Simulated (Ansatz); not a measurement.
System: CH6OSi.

```xyz
9

Si    0.0542   -0.0356    0.0433
H     0.2953    0.1676    1.5209
H     1.3192    0.2114   -0.7223
H    -1.0123    0.9415   -0.3936
O    -0.3851   -1.6278   -0.2970
C    -1.5358   -2.2593    0.2446
H    -1.5193   -2.2887    1.3599
H    -2.4819   -1.7589   -0.0710
H    -1.5658   -3.3065   -0.1228
```

These are results of RKS revPBE/def2-SVP (Ansatz 0.2.0), not measurements.

What can the converged electron density and electron localisation function tell about the bonding?

C–O (1.42 Å): the density is about 2 e/Å³ at the midpoint, with its minimum of 1.7 e/Å³ about 0.5 Å from C; the ELF peaks at about 0.85 between the atoms: a shared but strongly polarised pair.
Si–O (1.69 Å): the density is about 1 e/Å³ at the midpoint; the ELF peaks at about 0.85 between the atoms, as expected for a shared but strongly polarised pair.
C–H (1.11 Å): the density is about 1.9 e/Å³ at the midpoint; the ELF climbs to about 1 towards the hydrogen, as it does in any bond to H; a covalent bond by its length.
Si–H (1.50 Å): the density is about 0.77 e/Å³ at the midpoint; the ELF climbs to about 1 towards the hydrogen.

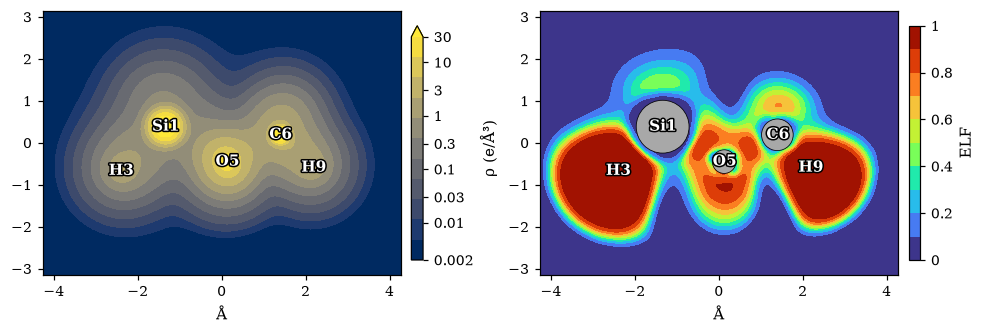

Computed electron density and electron localisation function on the plane of atoms O5, C6 and H9, in this order. Grey discs cover the atomic cores in the ELF map. 
